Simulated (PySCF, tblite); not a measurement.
**C6H13NOSi: infrared bands, NMR shifts and electronic excitations at several levels of theory**

Aim: compute the infrared bands, NMR shifts and electronic excitations of C6H13NOSi (`C/N=C/[C@@H]1COCC[SiH2]1`) at several levels, and see how far they spread and what each costs.

Programs: tblite 0.8.0 and PySCF 2.14.0, with density-fitted response routines of our own. Each step states its level of theory. These are calculated values for one molecule, in the gas phase or a continuum, unless marked as measured. Atoms are numbered from 0 throughout.

**1. The starting structure**

22 atoms, charge 0, multiplicity 1; geometry from: force field or distance geometry start.

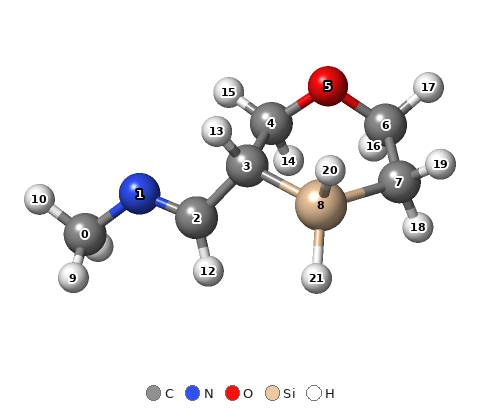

The starting geometry (carbon grey, nitrogen blue, oxygen red, silicon light orange, hydrogen white), atoms numbered; sticks join atoms by distance.

**2. Relaxing the molecule with GFN2-xTB**

What the job is given:

```
{"job": {"kind": "relax", "xc": "GFN2-xTB", "basis": "xTB"}, "charge": 0, "multiplicity": 1}
C      3.717600    -0.233700     0.370500
N      2.357000     0.012700     0.729500
C      1.464700     0.392500    -0.083100
C      0.086700     0.599000     0.502200
C     -0.444800    -0.801900     0.845900
O     -1.795600    -0.661500     1.107400
C     -2.456700    -0.948200    -0.091600
C     -2.444100     0.217900    -1.032200
Si    -1.062300     1.422900    -0.643100
H      4.135400     0.600300    -0.181000
H      4.270300    -0.362000     1.339500
H      3.766300    -1.224300    -0.116900
H      1.664900     0.567100    -1.115900
H      0.250000     1.145500     1.456600
H     -0.332500    -1.440800    -0.069700
H      0.142500    -1.242500     1.663900
H     -1.908500    -1.827700    -0.533800
H     -3.475800    -1.304300     0.196000
H     -2.332800    -0.143300    -2.065400
H     -3.420500     0.719100    -0.945100
H     -1.718100     2.547700     0.107900
H     -0.474100     1.984500    -1.843200
```

The run is started by

```sh
$ OMP_NUM_THREADS=1 python probes_run.py task.json out
```

The driver reads the jobs from task.json and runs them one after another.

The log of the run:

```text
step      E/eV     max force
  0    -765.40854    2.841
  1    -765.68037    1.851
  2    -765.75879    1.638
  3    -765.83242    0.629
  4    -765.89728    0.566
  5    -765.93495    0.645
  6    -765.97360    0.443
  7    -766.00251    0.378
  8    -766.02288    0.296
  9    -766.03651    0.293
 10    -766.04596    0.253
 11    -766.05328    0.258
 12    -766.05822    0.161
 13    -766.06108    0.140
 14    -766.06324    0.109
 15    -766.06527    0.115
 16    -766.06721    0.105
 17    -766.06888    0.087
 18    -766.07031    0.091
 19    -766.07171    0.086
 20    -766.07309    0.073
 21    -766.07446    0.087
 22    -766.07586    0.078
 23    -766.07730    0.096
 24    -766.07875    0.096
 25    -766.08020    0.075
 26    -766.08171    0.082
 27    -766.08347    0.123
 28    -766.08568    0.152
 29    -766.08833    0.148
 30    -766.09115    0.116
 31    -766.09381    0.105
 32    -766.09633    0.129
 33    -766.09920    0.154
 34    -766.10281    0.162
 35    -766.10664    0.137
 36    -766.10959    0.125
 37    -766.11128    0.107
 38    -766.11239    0.085
 39    -766.11357    0.120
 40    -766.11508    0.141
 41    -766.11683    0.109
 42    -766.11910    0.095
 43    -766.11996    0.085
 44    -766.12198    0.092
 45    -766.12328    0.086
 46    -766.12467    0.072
 47    -766.12595    0.115
 48    -766.12724    0.100
 49    -766.12887    0.086
 50    -766.13057    0.086
 51    -766.13222    0.100
 52    -766.13367    0.088
 53    -766.13501    0.076
 54    -766.13646    0.094
 55    -766.13846    0.121
 56    -766.14087    0.152
 57    -766.14369    0.129
 58    -766.14552    0.102
 59    -766.14654    0.081
 60    -766.14767    0.078
 61    -766.14866    0.075
 62    -766.14931    0.058
 63    -766.14981    0.049
 64    -766.15035    0.056
 65    -766.15105    0.064
 66    -766.15147    0.044
 67    -766.15172    0.038
 68    -766.15194    0.038
 69    -766.15228    0.061
 70    -766.15272    0.062
 71    -766.15310    0.038
 72    -766.15335    0.034
 73    -766.15356    0.033
 74    -766.15378    0.036
 75    -766.15403    0.033
 76    -766.15428    0.031
 77    -766.15453    0.041
 78    -766.15488    0.056
 79    -766.15545    0.071
 80    -766.15613    0.069
 81    -766.15676    0.059
 82    -766.15746    0.075
 83    -766.15844    0.084
 84    -766.15996    0.088
 85    -766.16202    0.145
 86    -766.16426    0.098
 87    -766.16581    0.200
 88    -766.16776    0.093
 89    -766.16921    0.095
 90    -766.17103    0.089
 91    -766.17290    0.104
 92    -766.17528    0.148
 93    -766.17782    0.169
 94    -766.17926    0.196
 95    -766.18321    0.156
 96    -766.18671    0.127
 97    -766.19238    0.147
 98    -766.19814    0.290
 99    -766.20468    0.277
100    -766.21192    0.382
101    -766.21230    0.505
102    -766.21812    0.650
103    -766.22752    0.240
104    -766.23404    0.168
105    -766.23716    0.461
106    -766.24918    0.311
107    -766.25509    0.180
108    -766.26776    0.359
109    -766.27786    0.249
110    -766.29645    0.217
111    -766.30366    0.302
112    -766.30668    0.253
113    -766.31203    0.176
114    -766.31686    0.261
115    -766.32163    0.217
116    -766.32682    0.132
117    -766.32996    0.154
118    -766.33342    0.097
119    -766.33554    0.172
120    -766.33767    0.098
121    -766.33940    0.144
122    -766.34092    0.100
123    -766.34238    0.114
124    -766.34446    0.095
125    -766.34658    0.105
126    -766.34835    0.097
127    -766.34969    0.092
128    -766.35132    0.090
129    -766.35351    0.103
130    -766.35753    0.120
131    -766.36102    0.149
132    -766.36576    0.167
133    -766.37034    0.265
134    -766.37560    0.148
135    -766.38083    0.170
136    -766.38643    0.149
137    -766.39098    0.142
138    -766.39529    0.196
139    -766.39956    0.148
140    -766.40317    0.124
141    -766.40676    0.129
142    -766.40943    0.108
143    -766.41223    0.125
144    -766.41393    0.117
145    -766.41531    0.084
146    -766.41648    0.071
147    -766.41734    0.072
148    -766.41801    0.089
149    -766.41864    0.081
150    -766.41946    0.063
151    -766.42018    0.070
152    -766.42126    0.080
153    -766.42212    0.086
154    -766.42280    0.102
155    -766.42345    0.086
156    -766.42436    0.104
157    -766.42560    0.111
158    -766.42705    0.114
159    -766.42843    0.068
160    -766.42949    0.081
161    -766.43033    0.059
162    -766.43100    0.060
163    -766.43161    0.040
164    -766.43200    0.038
165    -766.43239    0.038
166    -766.43274    0.039
167    -766.43303    0.039
168    -766.43326    0.037
169    -766.43347    0.033
170    -766.43365    0.025
171    -766.43377    0.028
172    -766.43387    0.024
173    -766.43397    0.026
174    -766.43407    0.024
175    -766.43415    0.017
176    -766.43421    0.018
177    -766.43425    0.019
178    -766.43430    0.018
179    -766.43436    0.016
180    -766.43443    0.016
181    -766.43448    0.019
182    -766.43453    0.014
183    -766.43458    0.012
184    -766.43461    0.010
185    -766.43464    0.010
186    -766.43466    0.008
```

It took 1.4 s on 1 thread of Arm Neoverse V2, shared host.

The steps of the relaxation: (not every step is listed)

```tsv
step	energy from step 0 (eV)	largest force (eV/Å)
0	0.0000	2.8407
1	-0.2718	1.8514
2	-0.3502	1.6383
3	-0.4239	0.6293
4	-0.4887	0.5662
5	-0.5264	0.6445
6	-0.5651	0.4426
7	-0.5940	0.3775
8	-0.6143	0.2963
25	-0.6717	0.0753
42	-0.7106	0.0952
59	-0.7380	0.0815
76	-0.7457	0.0313
93	-0.7693	0.1689
110	-0.8879	0.2168
127	-0.9411	0.0916
144	-1.0054	0.1167
161	-1.0218	0.0594
178	-1.0258	0.0177
181	-1.0259	0.0193
182	-1.0260	0.0145
183	-1.0260	0.0122
184	-1.0261	0.0102
185	-1.0261	0.0100
186	-1.0261	0.0081
```

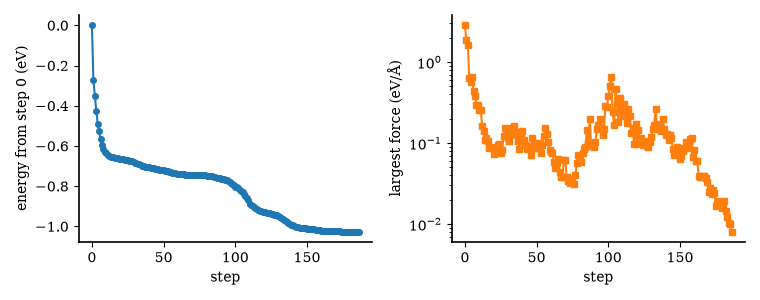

Energy and force, step by step.

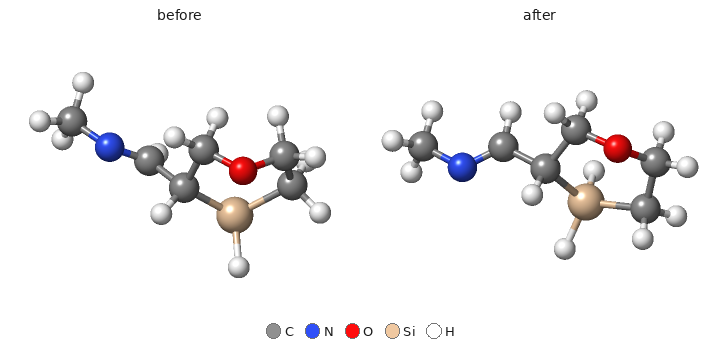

The geometry before (left) and after (right).

Close pairs (by a distance rule), those that changed most:

```tsv
bond	before (Å)	after (Å)	change (Å)
C3–Si8	1.820	1.918	+0.098
Si8–H20	1.503	1.461	-0.042
C2–H12	1.066	1.105	+0.039
C2–C3	1.511	1.476	-0.035
C6–C7	1.498	1.531	+0.033
C0–H10	1.123	1.091	-0.032
C7–Si8	1.874	1.902	+0.027
C6–H16	1.127	1.102	-0.025
```

The final coordinates are the input of the step that follows.

**3. Vibrational analysis with GFN2-xTB**

What the job is given:

```
{"job": {"kind": "ir", "xc": "GFN2-xTB", "basis": "xTB"}, "charge": 0, "multiplicity": 1}
C      3.793803     0.478392     0.511331
N      2.409833     0.582818     0.849648
C      1.551872    -0.106595     0.244099
C      0.108326     0.015207     0.526901
C     -0.593644    -1.348261     0.500050
O     -1.980783    -1.279574     0.714914
C     -2.722651    -0.771111    -0.368276
C     -2.555790     0.737170    -0.570898
Si    -0.713086     1.161324    -0.773164
H      3.998829    -0.258417    -0.279142
H      4.141705     1.460663     0.187664
H      4.348036     0.209574     1.411720
H      1.821669    -0.816109    -0.558819
H     -0.019858     0.460570     1.516062
H     -0.386885    -1.852954    -0.458409
H     -0.215350    -1.980073     1.310291
H     -2.444439    -1.302542    -1.292450
H     -3.763230    -1.012681    -0.131749
H     -3.146603     1.043244    -1.432714
H     -2.965157     1.248739     0.300729
H     -0.419275     2.564050    -0.488968
H     -0.257735     0.785954    -2.120454
```

The log of the run:

```text
mode    cm-1     km/mol
  1      57.4      0.94
  2      69.9      0.13
  3     132.7      2.41
  4     157.2      0.80
  5     200.5     12.65
  6     203.2      4.87
  7     244.2      7.50
  8     323.7      1.77
  9     342.3     11.46
 10     387.5      3.89
 11     397.4     15.57
 12     466.3     21.33
 13     514.3     26.75
 14     554.4      6.48
 15     580.8     23.06
 16     664.3    115.66
 17     694.6     23.61
 18     720.1     64.51
 19     768.1    216.54
 20     802.7    147.87
 21     902.0     21.14
 22     921.4     20.08
 23     962.5      3.36
 24    1003.3     27.33
 25    1019.2     10.11
 26    1041.4     49.28
 27    1062.4     37.03
 28    1084.5      3.16
 29    1105.9     82.06
 30    1126.9     21.00
 31    1140.4     60.17
 32    1156.8     67.49
 33    1181.3     18.01
 34    1201.2      3.17
 35    1242.0     14.79
 36    1278.8      6.99
 37    1302.6      5.68
 38    1340.7     13.58
 39    1350.5     23.78
 40    1357.4     59.40
 41    1392.7      8.05
 42    1460.1      1.71
 43    1462.7      1.69
 44    1470.1      0.69
 45    1475.1      0.91
 46    1477.8     10.79
 47    1745.8    133.89
 48    2211.0    296.43
 49    2292.8    298.87
 50    2766.3    121.14
 51    2836.7     63.83
 52    2847.0     76.58
 53    2868.5    108.90
 54    2944.6     38.32
 55    2950.9     48.91
 56    2965.8     23.91
 57    2979.2     23.19
 58    2988.7     40.50
 59    2996.4     38.23
 60    3002.6     30.10
```

Run time: 0.82 s. Hardware: 1 thread of Arm Neoverse V2, shared host.

The strongest bands and the atoms that carry them (share of the mass-weighted mode):

```tsv
cm⁻¹	km/mol	atoms
664	115.7	H21 49 %, H20 18 %, C7 13 %
768	216.5	H21 48 %, H20 41 %
803	147.9	C7 30 %, H18 25 %, Si8 12 %, H19 10 %
1746	133.9	C2 53 %, N1 44 %
2211	296.4	H21 97 %
2293	298.9	H20 97 %
2766	121.1	H12 93 %
2868	108.9	H9 93 %
```

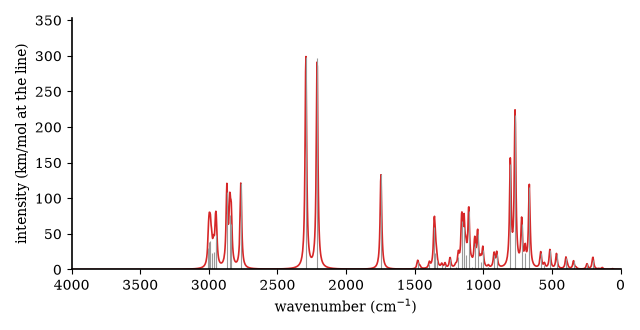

The infrared spectrum from these modes, unscaled. Lines are broadened to a width of 14 cm⁻¹ (Lorentzian).

**4. Geometry optimisation at PBE0-D3(BJ)/def2-SVP**

What the job is given:

```
{"job": {"xc": "PBE0", "basis": "def2-SVP", "d3": "d3bj", "grid": 1, "shake": 0.01, "kind": "geom"}, "charge": 0, "multiplicity": 1}
C      3.814210     0.452840     0.515510
N      2.404160     0.578290     0.847490
C      1.531670    -0.108910     0.235450
C      0.141560     0.017460     0.523370
C     -0.596460    -1.354940     0.489500
O     -1.984690    -1.274750     0.712530
C     -2.713070    -0.773110    -0.368030
C     -2.540330     0.742620    -0.575950
Si    -0.714910     1.166730    -0.753810
H      3.996130    -0.260850    -0.269120
H      4.132840     1.457750     0.196490
H      4.353840     0.210490     1.418420
H      1.793390    -0.805900    -0.568420
H     -0.036540     0.463330     1.523070
H     -0.391330    -1.863720    -0.458150
H     -0.215880    -1.966020     1.317770
H     -2.442500    -1.291430    -1.294510
H     -3.772490    -1.006840    -0.125920
H     -3.148750     1.035420    -1.430420
H     -2.990100     1.255640     0.305640
H     -0.435660     2.564660    -0.498610
H     -0.250160     0.765610    -2.129600
```

The log of the run:

```text
step   0  E = -655.00725754  max force = 0.055268
step   1  E = -655.01473730  max force = 0.009838
step   2  E = -655.01507845  max force = 0.003509
step   3  E = -655.01496486  max force = 0.004047
step   4  E = -655.01515955  max force = 0.000636
step   5  E = -655.01516701  max force = 0.000252
optimisation converged
```

Run time: 1.7 min. Hardware: 1 thread of Arm Neoverse V2, shared host; peak memory 0.87 GiB.

Step by step: (the energy doesn't fall at every step)

```tsv
step	energy from step 0 (eV)	largest force component (eV/Å)
0	0.0000	2.8420
1	-0.2035	0.5059
2	-0.2128	0.1804
3	-0.2097	0.2081
4	-0.2150	0.0327
5	-0.2152	0.0130
```

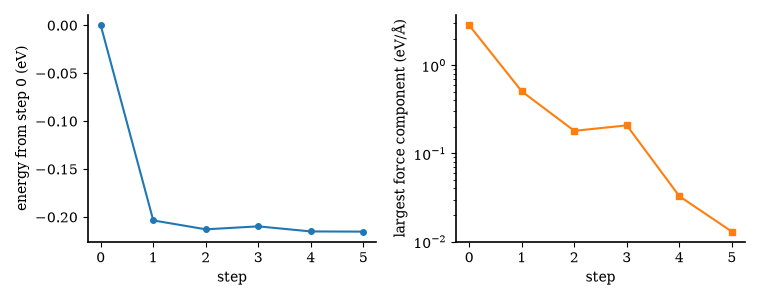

Energy and force, step by step.

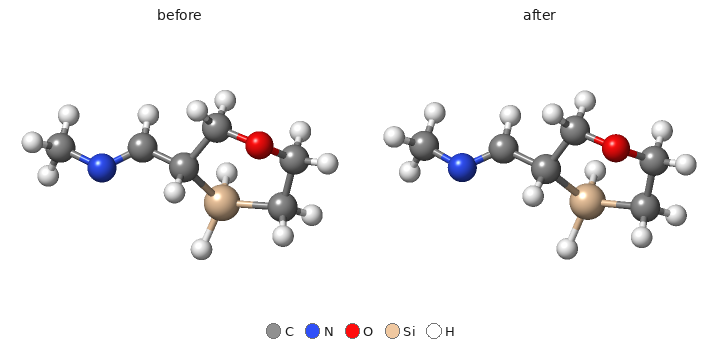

Before and after, at one scale.

Distances of close pairs at the start and the end, largest changes first:

```tsv
bond	before (Å)	after (Å)	change (Å)
C2–C3	1.425	1.489	+0.063
Si8–H20	1.448	1.493	+0.044
C0–H9	1.076	1.109	+0.033
C0–H11	1.079	1.102	+0.023
C3–C4	1.559	1.538	-0.021
C0–N1	1.454	1.434	-0.020
C2–H12	1.096	1.115	+0.019
C4–H14	1.095	1.112	+0.017
```

The final coordinates are the input of the step that follows.

```tsv
at the end point	value
point group (found at 0.08 Å tolerance)	C1
rotational constants (GHz, main isotopes)	2.947, 0.745, 0.628
dipole moment (D)	1.73
```

**5. Nuclear shieldings: PBE0/pcSseg-1**

What the job is given:

```
{"job": {"kind": "nmr", "xc": "PBE0", "basis": "pcSseg-1"}, "charge": 0, "multiplicity": 1}
C      3.248157    -0.827870     0.349123
N      1.892988    -0.668884     0.789010
C      0.984875    -1.332983     0.208258
C     -0.457500    -1.216229     0.557094
C     -1.145332    -2.586149     0.682968
O     -2.511755    -2.511505     0.975717
C     -3.332577    -2.090672    -0.082245
C     -3.205845    -0.596248    -0.383849
Si    -1.400699    -0.175926    -0.729182
H      3.376004    -1.562485    -0.472329
H      3.644229     0.144424     0.011526
H      3.879509    -1.137343     1.198314
H      1.227798    -2.032626    -0.625055
H     -0.536597    -0.679394     1.517162
H     -0.982059    -3.172922    -0.247323
H     -0.685640    -3.155498     1.506612
H     -3.108731    -2.683014    -0.994863
H     -4.363009    -2.338688     0.216715
H     -3.859625    -0.316596    -1.225849
H     -3.541296    -0.020346     0.495143
H     -1.090589     1.277821    -0.593388
H     -1.015187    -0.631157    -2.104726
```

Method: GIAO PBE0/pcSseg-1 NMR shielding, non-relativistic, gas phase.

The log of the run:

```text
coarse grid: 18352 points
cycle   1  E = -655.1499088782  dE =  1.040e+00  |g| = 6.319e-01  |ddm| = 4.135e+00
cycle   2  E = -655.0661147304  dE =  8.379e-02  |g| = 9.173e-01  |ddm| = 1.529e+00
cycle   3  E = -655.2306424778  dE = -1.645e-01  |g| = 1.407e-01  |ddm| = 1.018e+00
cycle   4  E = -655.2340761294  dE = -3.434e-03  |g| = 6.409e-02  |ddm| = 1.399e-01
cycle   5  E = -655.2349453831  dE = -8.693e-04  |g| = 1.690e-02  |ddm| = 6.147e-02
cycle   6  E = -655.2350008144  dE = -5.543e-05  |g| = 5.291e-03  |ddm| = 1.967e-02
cycle   7  E = -655.2350066916  dE = -5.877e-06  |g| = 8.872e-04  |ddm| = 5.068e-03
final grid: 171216 points
cycle   8  E = -655.2983914348  dE = -3.515e-05  |g| = 1.222e-02  |ddm| = 3.428e-02
cycle   9  E = -655.2983638352  dE =  2.760e-05  |g| = 1.729e-02  |ddm| = 2.274e-02
cycle  10  E = -655.2984221796  dE = -5.834e-05  |g| = 1.428e-03  |ddm| = 1.360e-02
cycle  11  E = -655.2984226118  dE = -4.321e-07  |g| = 2.327e-04  |ddm| = 1.567e-03
cycle  12  E = -655.2984226214  dE = -9.652e-09  |g| = 1.008e-04  |ddm| = 3.257e-04
cycle  13  E = -655.2984226234  dE = -1.942e-09  |g| = 5.104e-05  |ddm| = 1.328e-04
cycle  14  E = -655.2984226239  dE = -5.382e-10  |g| = 1.330e-05  |ddm| = 4.588e-05
converged SCF energy = -655.2984226239

GIAO shielding tensors (ppm)
atom      isotropic    diamagn.    paramagn.     s11        s22        s33       span
  0 C      133.154     245.231    -112.076    103.044    117.833    178.586     75.543
  1 N     -103.055     327.980    -431.035   -451.226   -107.887    249.948    701.173
  2 C       18.191     257.865    -239.674    -81.992     42.601     93.963    175.954
  3 C      150.174     253.975    -103.802    125.706    141.028    183.786     58.080
  4 C      112.936     245.849    -132.914     82.397     94.937    161.473     79.075
  5 O      289.362     392.553    -103.191    245.959    291.713    330.413     84.453
  6 C      115.655     242.826    -127.171     86.615     97.059    163.290     76.675
  7 C      174.757     255.885     -81.128    153.641    182.570    188.061     34.421
  8 Si     398.555     882.418    -483.863    371.178    399.981    424.506     53.328
  9 H       28.599      28.614      -0.015     26.662     27.258     31.878      5.216
 10 H       27.683      29.141      -1.458     24.862     26.078     32.109      7.247
 11 H       27.580      26.790       0.790     24.627     26.036     32.076      7.449
 12 H       24.083      33.798      -9.715     22.489     24.008     25.752      3.263
 13 H       28.857      34.413      -5.556     26.014     27.893     32.664      6.650
 14 H       27.964      30.498      -2.534     23.613     28.041     32.238      8.626
 15 H       27.101      28.863      -1.761     22.210     27.406     31.689      9.479
 16 H       28.114      27.640       0.474     23.669     27.601     33.074      9.405
 17 H       27.014      25.419       1.596     21.854     26.416     32.774     10.920
 18 H       30.743      29.954       0.789     26.647     27.395     38.186     11.538
 19 H       30.199      31.456      -1.257     26.690     27.611     36.296      9.606
 20 H       27.233      31.081      -3.848     23.831     25.109     32.759      8.928
 21 H       27.277      31.401      -4.124     24.387     25.721     31.722      7.334
```

Run time: 36 s. Hardware: 1 thread of Arm Neoverse V2, shared host; peak memory 1.1 GiB.

Shifts follow as δ = σ(reference) − σ, with reference shieldings (ppm) from runs at the same level and on the same kind of geometry: 1H TMS 31.27, 13C TMS 184.4, 29Si TMS 352.0, 15N NH3 265.7, 17O H2O 334.6. The references are single molecules in the gas phase, so shifts against H2O, NH3, PH3, H3PO4 or CFCl3 are not on the usual liquid scales and can be off by tens of ppm. Atoms listed in one row are averaged.

```tsv
atoms	environment	σ (ppm)	δ (ppm)	δ scaled to CDCl3
C2	C=N carbon	18.2	166.2	160.9
C4	sp3 CH2 bonded to O	112.9	71.5	68.9
C6	sp3 CH2 bonded to O	115.7	68.8	66.3
C0	methyl carbon bonded to N	133.2	51.3	49.3
C3	sp3 CH bonded to Si	150.2	34.2	32.7
C7	sp3 CH2 bonded to Si	174.8	9.7	8.9
H12	hydrogen on a C=N carbon	24.08	7.18	7.02
H17	hydrogen on an sp3 CH2 bonded to O	27.01	4.25	4.25
H15	hydrogen on an sp3 CH2 bonded to O	27.10	4.17	4.16
H20	hydrogen on a silicon bonded to 2 C, in a 6-membered ring	27.23	4.03	–
H21	hydrogen on a silicon bonded to 2 C, in a 6-membered ring	27.28	3.99	–
H9, H10, H11	hydrogen on a methyl carbon bonded to N	27.95	3.31	3.36
H14	hydrogen on an sp3 CH2 bonded to O	27.96	3.30	3.35
H16	hydrogen on an sp3 CH2 bonded to O	28.11	3.15	3.20
H13	hydrogen on an sp3 CH bonded to Si	28.86	2.41	2.50
H19	hydrogen on an sp3 CH2 bonded to Si	30.20	1.07	1.23
H18	hydrogen on an sp3 CH2 bonded to Si	30.74	0.52	0.71
N1	imine nitrogen	-103.1	368.7	–
O5	ether oxygen	289.4	45.2	–
Si8	silicon bonded to 2 C, 2 H, in a 6-membered ring	398.6	-46.6	–
```

The scaled column applies a straight-line fit of computed shieldings to shifts measured in CDCl3 (root-mean-square error 0.21 ppm for H, 2.0 ppm for C).

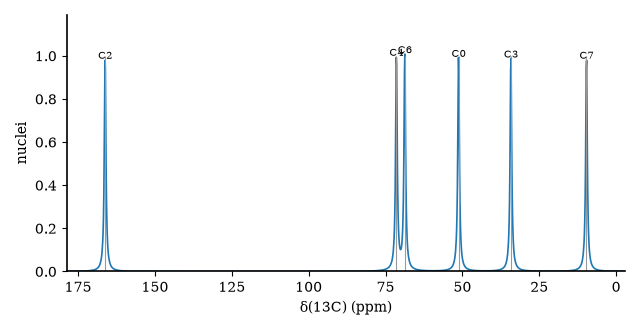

13C lines at the computed shifts, without couplings. Lines are broadened to a width of 0.63 ppm (Lorentzian).

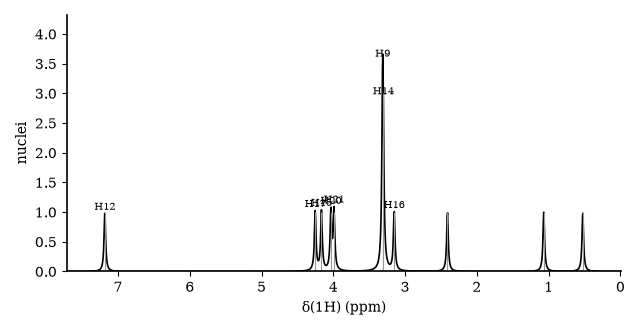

1H lines at the computed shifts, without couplings. Lines are broadened to a width of 0.03 ppm (Lorentzian).

Charges from the same density, by scheme (e):

```tsv
atoms	Mulliken	IAO	Hirshfeld	ESP fit
C0	-0.12	-0.30	-0.07	0.03
N1	-0.40	-0.28	-0.16	-0.55
C2	0.08	0.03	0.04	0.34
C3	-0.55	-0.41	-0.12	-0.13
C4	0.13	-0.04	0.01	0.14
O5	-0.50	-0.39	-0.14	-0.43
C6	0.04	-0.04	0.01	0.22
C7	-0.55	-0.56	-0.17	-0.32
Si8	0.66	0.75	0.33	0.48
```

Mulliken charges:

C0 -0.12; N1 -0.40; C2 0.08; C3 -0.55; C4 0.13; O5 -0.50; C6 0.04; C7 -0.55; Si8 0.66; H9 0.08; H10 0.12; H11 0.12; H12 0.08; H13 0.16; H14 0.09; H15 0.13; H16 0.10; H17 0.13; H18 0.15; H19 0.15; H20 -0.06; H21 -0.07

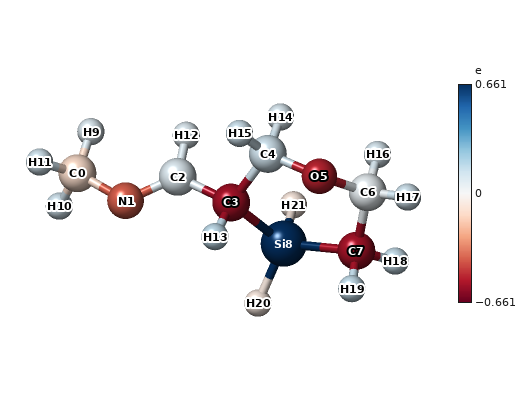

Mulliken charges, as colours on the atoms.

Mayer bond orders: C0–N1 1.00, N1–C2 1.90, C2–C3 0.99, C3–C4 0.98, C4–O5 0.94, O5–C6 0.94, C6–C7 1.02, C7–Si8 0.91, Si8–C3 0.84.

Ring of atoms C3, C4, O5, C6, C7, Si8: NICS(0) -2.1, NICS(1) -1.8, NICS(1)zz 2.7 ppm (means of both faces).

(Part 1 of 2 ends here.)
